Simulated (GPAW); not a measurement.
# Near-edge structure at the Ti L₃ edge of Ti3InC (Pm-3m), part 2 of 2

What does one-electron theory with a core hole give for the Ti L₃ edge of Ti3InC (Pm-3m)?

GPAW 26.7.0; X-ray absorption from dipole matrix elements to empty bands, plane-wave PAW LDA.

So far. Step 2 (Ground state of the crystal): The mesh shows no gap, so the system is treated as a metal and the core electron is put at the Fermi level (neutral cell). Step 3 (Spectrum without a core hole, Ti atom 2): Main maxima below 30 eV (height): 1.6 eV (3.75), 3.1 eV (3.53), 5.7 eV (1.09), 8.4 eV (0.71), 14.6 eV (0.49) and 21.0 eV (0.43). At an L edge the dipole rule selects empty d (and weakly s) states on the absorber, and the strong line at the onset measures the empty part of its d band.

### Step 5. Spectrum with XCH, Ti atom 2

The holes are 7.3 Å apart. In GPAW the data set carries the hole's charge, so charge=0 means a charged cell and charge=-1 a neutral one. The excited electron is kept in the cell, where it fills the lowest empty states and screens the hole. After the field has converged, empty bands are computed with the density fixed and the dipole matrix elements are summed.

File xas.py:

```python
import numpy as np
from ase import Atoms
from ase.parallel import parprint, paropen
from gpaw import GPAW, PW, FermiDirac, Mixer, MixerDif, setup_paths
from gpaw.test import gen
setup_paths.insert(0, '.')
gen('Ti', name='fch2p', xcname='LDA', corehole=(2, 1, 1), write_xml=True)
from gpaw.mpi import world
world.barrier()

atoms = Atoms('In4Ti12C4',
    cell=[[4.23556108, 4.23556108, 4.23556108],
     [-4.23556108, 4.23556108, -4.23556108],
     [-4.23556108, 4.23556108, 4.23556108]],
    scaled_positions=[[0, 0, 0],
     [0.5, 0.5, 0],
     [0, 0.5, 0.5],
     [0.5, 0, 0.5],
     [0.25, 0, 0.25],
     [0.75, 0.5, 0.25],
     [0.25, 0.5, 0.75],
     [0.75, 0, 0.75],
     [0.25, 0.75, 0],
     [0.75, 0.25, 0],
     [0.25, 0.25, 0.5],
     [0.75, 0.75, 0.5],
     [0.5, 0.25, 0.75],
     [0, 0.75, 0.75],
     [0.5, 0.75, 0.25],
     [0, 0.25, 0.25],
     [0.5, 0, 0],
     [0, 0.5, 0],
     [0.5, 0.5, 0.5],
     [0, 0, 0.5]],
    pbc=True)
atoms.calc = calc = GPAW(legacy_gpaw=True, mode=PW(430), xc='LDA', setups={4: 'fch2p'},
    kpts={'size': (4, 4, 4), 'gamma': True}, occupations=FermiDirac(0.1),
    charge=-1, mixer=Mixer(0.1, 5, 50), maxiter=150,
    convergence={'density': 0.0001}, txt='scf.txt')
energy = atoms.get_potential_energy() + calc.get_reference_energy()
ef = calc.get_fermi_level()
out = dict(energy=energy, fermi=ef, forces=atoms.get_forces().tolist())
parprint(f'all-electron energy {energy:.4f} eV, Fermi level {ef:.4f} eV')
ev = np.array([[calc.get_eigenvalues(k, s) for k in range(len(calc.get_ibz_k_points()))] for s in range(calc.get_number_of_spins())])
out['homo'], out['lumo'], out['counts'] = ev[ev < ef].max(), ev[ev > ef].min(), sorted(set((ev < ef).sum((0, 2)).tolist()))
out['filled'] = (ev[:, 0] < ef).sum(1).tolist()

from ase.units import Ha
from gpaw.xas import dipole_matrix_elements
nb = int(calc.get_number_of_electrons() / 2) + 243
top, nb = nb, nb + 8 + nb // 12
nscf = calc.fixed_density(kpts={'size': (5, 5, 5), 'gamma': True}, nbands=nb,
    convergence={'bands': top, 'eigenstates': 1e-5}, maxiter=60, txt='nscf.txt')
cell = atoms.cell.array
ops = [cell.T @ U.T @ np.linalg.inv(cell.T) for U in nscf.wfs.kd.symmetry.op_scc]
E = np.arange(-6, 34, 0.1)
fwhm = np.interp(E, [4, 25], [0.9, 3.5])
Y, X, zero, highest = 0, 0, 1e9, 1e9
for spin in range(nscf.get_number_of_spins()):
    wfs = nscf.wfs
    A = dipole_matrix_elements(wfs.setups[4])
    eps = np.zeros((wfs.kd.nibzkpts, nb))
    d = np.zeros((3, A.shape[1], wfs.kd.nibzkpts, nb), complex)
    for kpt in wfs.kpt_u:
        if kpt.s == spin and 4 in kpt.P_ani:
            eps[kpt.k] = kpt.eps_n * Ha
            d[:, :, kpt.k] = (kpt.weight * wfs.nspins / 2) ** 0.5 * np.inner(A, kpt.P_ani[4])
    world.sum(eps)
    world.sum(d)
    T = np.einsum('amkn,bmkn->abkn', d, d.conj()).real
    T = sum(np.einsum('ai,ijkn,bj->abkn', R, T, R) for R in ops) / len(ops)
    empty = eps > ef
    zero, highest = min(zero, eps[empty].min()), min(highest, eps[:, top - 1].min())
    lines = [(eps, T, empty)] if spin == 0 else lines + [(eps, T, empty)]
for eps, T, empty in lines:
    f = np.einsum('aakn->akn', T).reshape(3, -1)
    x = eps.ravel() - zero
    w = np.interp(x, E, fwhm) / 2.35482
    g = np.exp(-0.5 * ((E[:, None] - x) / w) ** 2) / (w * (2 * np.pi) ** 0.5)
    Y = Y + (f * empty.ravel()) @ g.T
    X = X + (f * ~empty.ravel()) @ g.T
out.update(E=E.round(2).tolist(), xas=Y.tolist(), xes=X.tolist(), zero=zero, valid=highest - zero, nk=len(eps), nb=nb)
for i in range(0, len(E), 10):
    parprint(f'{E[i]:7.2f}', *(f'{v:10.3e}' for v in Y[:, i]))
import json
with paropen('out.json', 'w') as f:
    json.dump(out, f)
```

Run with:

```console
$ OMP_NUM_THREADS=1 mpirun -n 4 gpaw python xas.py
```

Numbers of over 12 decimals in the logs are rounded to 6 here.

Output:

```text
Input parameters:
  charge: -1
  convergence: {density: 0.0001}
  kpts: {gamma: True,
         size: (4, 4, 4)}
  maxiter: 150
  mixer: {backend: pulay,
          beta: 0.1,
          method: separate,
          nmaxold: 5,
          weight: 50}
  mode: {ecut: 430.0,
         name: pw}
  occupations: {fixmagmom: False,
                name: fermi-dirac,
                width: 0.1}
  setups: {4: fch2p}

Initialize ...

[... PAW data sets ...]

Reference energy: -921031.321187  # eV

Spin-paired calculation

[... convergence settings ...]
Symmetries present (total): 4
  [... symmetry matrices ...]

64 k-points: 4 x 4 x 4 Monkhorst-Pack grid + [1/8,1/8,1/8]
18 k-points in the irreducible part of the Brillouin zone
       k-points in crystal coordinates                weights
   0:     0.00000000    0.00000000    0.00000000          1/64
   1:     0.00000000    0.25000000    0.00000000          2/64
   2:     0.00000000    0.50000000    0.00000000          1/64
   3:     0.25000000   -0.25000000   -0.25000000          2/64
   4:     0.25000000    0.00000000    0.00000000          8/64
   5:     0.25000000    0.00000000    0.25000000          2/64
   6:     0.25000000    0.25000000   -0.25000000          2/64
   7:     0.25000000    0.25000000    0.25000000          4/64
   8:     0.25000000    0.50000000   -0.25000000          4/64
   9:     0.25000000    0.50000000    0.00000000          8/64
          ...
  17:     0.50000000    0.50000000    0.50000000          1/64

Wave functions: Plane wave expansion
  Cutoff energy: 430.000 eV
  Number of coefficients (min, max): 6099, 6200
  Pulay-stress correction: 0.000000 eV/Ang^3 (de/decut=0.000000)
  Using FFTW library
  Wavefunction extrapolation:
    Improved wavefunction reuse through dual PAW basis

Occupation numbers: Fermi-Dirac:
  width: 0.1000  # eV

Eigensolver
   Davidson(niter=2)

Densities:
  Coarse grid: 36*36*36 grid
  Fine grid: 72*72*72 grid
  Total Charge: 0.000000

Density mixing:
  Method: separate
  Backend: pulay
  Linear mixing parameter: 0.1
  old densities: 5
  Width of damping distribution: 1.1
  Damping of long wavelength oscillations: 50

[... Hamiltonian set-up ...]
Number of atoms: 20
Number of atomic orbitals: 208
Number of bands in calculation: 132
Number of valence electrons: 213
Bands to converge: occupied

... initialized

Initializing position-dependent things.

Density initialized from atomic densities
Creating initial wave functions:
  132 bands from LCAO basis set

                           Ti

                      Ti
                       Ti In
                 Ti   C    Ti
                     Ti        Ti

           Ti      C  TiTi    C
               In         In
                   Ti

                     TiIn
                   C

Atomic positions and initial magnetic moments

Positions:
   0 In     0.000000    0.000000    0.000000    ( 0.0000,  0.0000,  0.0000)
   1 In     0.000000    4.235561    0.000000    ( 0.0000,  0.0000,  0.0000)
   2 In    -4.235561    4.235561    0.000000    ( 0.0000,  0.0000,  0.0000)
   3 In     0.000000    4.235561    4.235561    ( 0.0000,  0.0000,  0.0000)
   4 Ti     0.000000    2.117781    2.117781    ( 0.0000,  0.0000,  0.0000)
   5 Ti     0.000000    6.353342    2.117781    ( 0.0000,  0.0000,  0.0000)
   6 Ti    -4.235561    6.353342    2.117781    ( 0.0000,  0.0000,  0.0000)
[...]
17 C     -2.117781    2.117781   -2.117781    ( 0.0000,  0.0000,  0.0000)
  18 C     -2.117781    6.353342    2.117781    ( 0.0000,  0.0000,  0.0000)
  19 C     -2.117781    2.117781    2.117781    ( 0.0000,  0.0000,  0.0000)

Unit cell:
           periodic     x           y           z      points  spacing
  1. axis:    yes    4.235561    4.235561    4.235561    36     0.1664
  2. axis:    yes   -4.235561    4.235561   -4.235561    36     0.1664
  3. axis:    yes   -4.235561    4.235561    4.235561    36     0.1664

  Lengths:   7.336207   7.336207   7.336207
  Angles:   70.528779  70.528779 109.471221

Effective grid spacing dv^(1/3) = 0.1868

iter:   1  -228.773554
iter:   2  -182.068101   -0.06  -1.06
iter:   3  -171.988587   -0.54  -1.30
iter:   4  -171.469206   -0.13  -1.42
iter:   5  -170.392778   -0.65  -1.48
iter:   6  -169.027259   -1.54  -1.66
iter:   7  -169.829211   -1.17  -1.68
iter:   8  -169.727183   -1.32  -1.74
iter:   9  -168.752052   -1.33  -1.82
iter:  10  -168.761479   -1.40  -2.18
iter:  11  -168.754083c  -2.44  -2.52
iter:  12  -168.834980c  -1.90  -2.64
iter:  13  -168.793380c  -3.31  -2.41
iter:  14  -168.743954c  -2.25  -2.58
iter:  15  -168.748476c  -2.59  -2.76
iter:  16  -168.755613c  -2.99  -2.80
iter:  17  -168.750111c  -4.10  -2.96
[...]
iter:  21  -168.745450c  -4.62  -3.32
iter:  22  -168.745195c  -5.19  -3.57
iter:  23  -168.745062c  -5.06  -3.74
iter:  24  -168.745079c  -5.50  -4.06c
iter:  25  -168.745076c  -5.71  -4.12c
iter:  26  -168.745152c  -5.63  -4.23c
iter:  27  -168.745142c  -6.57  -4.35c
iter:  28  -168.745147c  -6.92  -4.34c
iter:  29  -168.745161c  -6.71  -4.41c
iter:  30  -168.745150c  -7.55c -4.35c

Converged after 30 iterations.

Dipole moment: (-0.000000, 0.226847, 0.226847) |e|*Ang

Energy contributions relative to reference atoms: (reference = -921031.321187)

Kinetic:       +144.488427
Potential:     -141.440627
External:        +0.000000
XC:            -172.022530
Entropy (-ST):   -0.517589
Local:           +0.488374
SIC:             +0.000000
--------------------------
Free energy:   -169.003944
Extrapolated:  -168.745150

Showing only first 2 kpts
 Kpt  Band  Eigenvalues  Occupancy
  0   104      9.07998    0.66559
  0   105      9.20729    0.24508
  0   106      9.21806    0.22282
  0   107      9.22654    0.20658

  1   104      8.98949    1.10427
  1   105      9.03949    0.85569
  1   106      9.06581    0.72993
[...]
Fermi level: 9.01042

No gap
No difference between direct/indirect transitions

Forces in eV/Ang:
  0 In    0.00000    0.09512    0.09512
  1 In    0.00000   -0.09512    0.09512
  2 In    0.00000    0.09512   -0.09512
  3 In    0.00000   -0.09512   -0.09512
  4 Ti    0.00000   -0.00000   -0.00000
  5 Ti    0.00000    0.00000   -0.00000
  6 Ti    0.00000   -0.00000    0.00000
[...]
17 C     0.00000   -0.00000   -0.00000
 18 C     0.00000   -0.00000   -0.00000
 19 C     0.09688    0.00000    0.00000
Scalar-relativistic atomic LDA calculation for Ti (Titanium, Z=22)
Core hole in 2p state (2p occupation: 5.0)
600 radial gridpoints.
|------------------------------------------------|
|------------------------------------------------|
[... the atom generator's iteration count ...]

Energy contributions:
-------------------------
Kinetic:     +840.951808
XC:           -38.159691
Potential:  -1637.204215
-------------------------
Total:       -834.412098

state      eigenvalue         ekin         rmax
-----------------------------------------------
1s^2.0 :  -181.064528   235.325042        0.046
2s^2.0 :   -21.363941    42.104594        0.267
2p^5.0 :   -18.159148    41.016682        0.216
3s^2.0 :    -2.935989     9.285554        0.841
3p^6.0 :    -2.056013     8.135234        0.857
3d^2.0 :    -0.698827     5.453742        0.842
4s^2.0 :    -0.456177     1.359564        2.533
4p^0.0 :    -0.296469     0.971318        2.997
-----------------------------------------------
(units: Bohr and Hartree)

Generating PAW setup
Kinetic energy of the core from tauc = 764.206873
Cutoffs:
rc(s)=2.400
rc(p)=2.000
rc(d)=2.000
rc(vbar)=1.800
rc(comp)=2.300
rc(nct)=2.400

Kinetic energy of the core states: 759.942682
Charge: 1.0
Core electrons: 9.0
Valence electrons: 12.0
Pseudo-core charge: 0.000000
Shape function alpha=1.890
Pseudo-electron charge 5.471253
state    eigenvalue         norm
--------------------------------
3s(2) :    -2.935989     0.238035
4s(2) :    -0.456177     1.015353
3p(6) :    -2.056013     0.358445
4p(0) :    -0.296469     0.966031
3d(2) :    -0.698827     0.406904
*d    :     0.301173
--------------------------------

Diagonalizing with gridspacing h=0.050

state   all-electron     PAW
-------------------------------
3s:      -2.935989    -2.936286
3p:      -2.056013    -2.056677
3d:      -0.698827    -0.699422
*f:                   -0.027292
-------------------------------
all-electron energy -921200.0663 eV, Fermi level 9.0104 eV
[...]
31.00  2.512e-04  2.243e-04  2.243e-04
  32.00  2.252e-04  2.064e-04  2.064e-04
  33.00  2.040e-04  1.938e-04  1.938e-04
```

Wall time 16 min (4 MPI ranks of Arm Neoverse V2, shared host); peak memory 0.94 GiB; 64 min of CPU time.

The Ti L₃ spectrum, Ti atom 2, excited-electron core hole (neutral cell) (energy from the lowest empty level; intensity scaled to a mean of 1 over the first 20 eV):

| E (eV) | intensity |
| --- | --- |
| -2.0 | 0.00 |
| -0.5 | 0.40 |
| 1.0 | 5.12 |
| 2.5 | 2.77 |
| 4.0 | 0.90 |
| 5.5 | 0.98 |
| 7.0 | 0.41 |
| 8.5 | 0.56 |
| 10.0 | 0.37 |
| 11.5 | 0.34 |
| 13.0 | 0.40 |
| 14.5 | 0.46 |
| 16.0 | 0.35 |
| 17.5 | 0.24 |
| 19.0 | 0.31 |
| 20.5 | 0.41 |
| 22.0 | 0.38 |
| 23.5 | 0.34 |
| 25.0 | 0.34 |
| 26.5 | 0.33 |
| 28.0 | 0.33 |
| 29.5 | 0.35 |
| 31.0 | 0.34 |

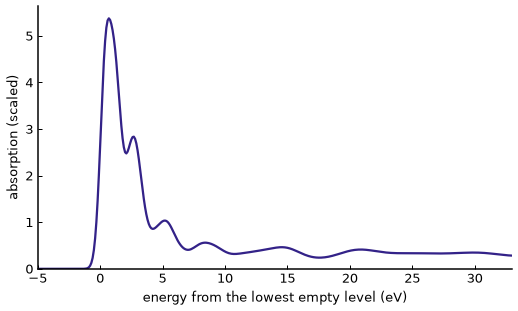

The Ti L₃ edge, Ti atom 2, excited-electron core hole (neutral cell): main maxima at 0.7, 2.7 and 5.2 eV.

Main maxima below 30 eV (height): 0.7 eV (5.38), 2.7 eV (2.84), 5.2 eV (1.04), 8.4 eV (0.56), 14.5 eV (0.46) and 20.9 eV (0.41). 

The total-energy difference is 455.25 eV. Two terms are added: -1.48 eV, since the hole is spin-paired here and a spin-polarised one costs that much less in the free atom (computed apart); −2.13 eV, a third of the tabulated L₂–L₃ splitting, since the scalar-relativistic hole is their mean. The photon energy is then 451.64 eV. The tabulated edge of the element is 453.8 eV. The functional leaves an error of a few eV in such absolute values.

### Step 6. What the core hole does

Both curves are counted from their own zero, so only the shift of weight within the empty states shows.

| E (eV) | no hole | XCH |
| --- | --- | --- |
| -2.0 | 0.00 | 0.00 |
| -1.0 | 0.01 | 0.02 |
| 0.0 | 1.22 | 2.64 |
| 1.0 | 3.07 | 5.12 |
| 2.0 | 2.94 | 2.50 |
| 3.0 | 3.44 | 2.54 |
| 4.0 | 1.58 | 0.90 |
| 5.0 | 0.97 | 1.02 |
| 6.0 | 1.03 | 0.72 |
| 7.0 | 0.62 | 0.41 |
| 8.0 | 0.67 | 0.54 |
| 9.0 | 0.65 | 0.52 |
| 10.0 | 0.47 | 0.37 |
| 11.0 | 0.37 | 0.32 |
| 12.0 | 0.39 | 0.36 |
| 13.0 | 0.43 | 0.40 |
| 14.0 | 0.48 | 0.45 |
| 15.0 | 0.48 | 0.45 |
| 16.0 | 0.39 | 0.35 |
| 17.0 | 0.28 | 0.25 |
| 18.0 | 0.26 | 0.25 |
| 19.0 | 0.31 | 0.31 |
| 20.0 | 0.39 | 0.39 |
| 21.0 | 0.43 | 0.41 |
| 22.0 | 0.40 | 0.38 |
| 23.0 | 0.36 | 0.35 |
| 24.0 | 0.35 | 0.34 |
| 25.0 | 0.34 | 0.34 |
| 26.0 | 0.34 | 0.33 |
| 27.0 | 0.33 | 0.33 |
| 28.0 | 0.34 | 0.33 |
| 29.0 | 0.35 | 0.34 |
| 30.0 | 0.35 | 0.35 |
| 31.0 | 0.34 | 0.34 |
| 32.0 | 0.31 | 0.31 |

With each curve scaled to its own mean, the area from −2 to 6 eV with the hole is 15.3 against 13.9, and the centre of weight from −1 to 20 eV moves by -0.8 eV (first and strongest maxima below 20 eV: 1.6 eV (3.75), 3.1 eV (3.53) and 5.7 eV (1.09) without the hole, 0.7 eV (5.38), 2.7 eV (2.84) and 5.2 eV (1.04) with it); the shape changes all the same, by 45 % r.m.s.

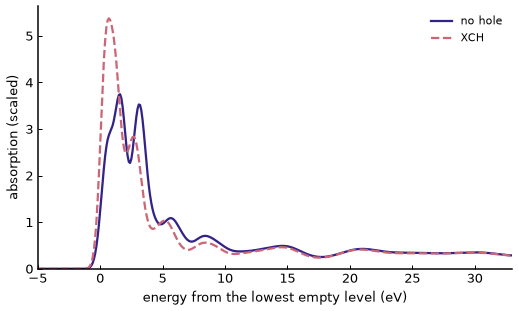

The Ti L₃ edge with and without the core hole, each from its own zero; the highest intensity below 24 eV lies at 0.7 eV with the hole.

### Step 7. What came out

* absorber and edge: Ti L₃, atom 2 of the ground-state input (counted from 1)
* surroundings: 2 C at 2.12 Å (linear, site symmetry 4/mmm)
* highest intensity below 24 eV: 0.7 eV above the zero, height 5.38
* photon energy of the zero, with the added terms: 451.6 eV (raw 455.3 eV; uncertain by a few eV)

**Reading.** The Ti L₃ edge of atom 2, with 2 C at 2.12 Å (linear, site symmetry 4/mmm), has its highest intensity of the first 24 eV at 0.7 eV above the zero, near 452 eV in photon energy (uncertain by a few eV), 5.4 times the mean level of the first 20 eV (Gaussian full width 0.9 eV up to 4 eV, rising linearly to 3.5 eV at 25 eV). With each curve scaled to its own mean, the area from −2 to 6 eV with the hole is 15.3 against 13.9, and the centre of weight from −1 to 20 eV moves by -0.8 eV (first and strongest maxima below 20 eV: 1.6 eV (3.75), 3.1 eV (3.53) and 5.7 eV (1.09) without the hole, 0.7 eV (5.38), 2.7 eV (2.84) and 5.2 eV (1.04) with it); the shape changes all the same, by 45 % r.m.s. One-electron theory leaves out the 2p–3d multiplets that shape measured L edges of 3d elements, and the L₂ edge isn't added. Lifetime broadening is put in by hand, and intensities beyond about 20 eV depend on it and on the partial waves; weight that the partial waves miss at high energy is lost. The structure is a computed Materials Project entry and may be a hypothetical form.

[Banner, clock and machine lines of the logs are left out without a mark of their own.]

[Logs are printed without paths, hosts, clocks, repeated set-up lines and the standing remarks that a program may print on its own settings, such as how far it seeks lower states.]

[Hosts, paths, dates, database ids (printed as entryN), source tags and the programs' standing remarks are cut or masked in the printed files.]

[Lists of maxima count a maximum above −3 eV only where it reaches 4 % of the highest in the window and stands out from its surroundings by 2 % of it (1.5 % where it reaches 55 %); shoulders and weaker maxima are passed over, and of the rest the first, up to two pre-edge ones and the few strongest are named.]
